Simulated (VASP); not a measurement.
Band structure of ZnS (space group P6_3mc). These are PBE GGA, VASP's PBE PAW potentials (set 64) (plane waves; VASP 6.6.1) values and carry that method's errors.

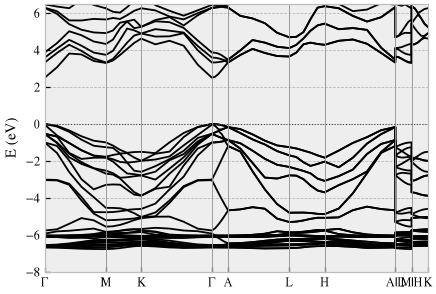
Fig. 1. Bands along high-symmetry lines, zero at the valence-band maximum or, without a gap, the Fermi level

Problem. Read the plot: is there a gap, and where are the band edges?

Solution. The gap is direct, 2.50 eV, from the valence maximum at Γ to the conduction minimum at Γ.

The structure comes from a computed database's ZnS entry; how it stands against other phases isn't given here. The cell was not relaxed at this level.
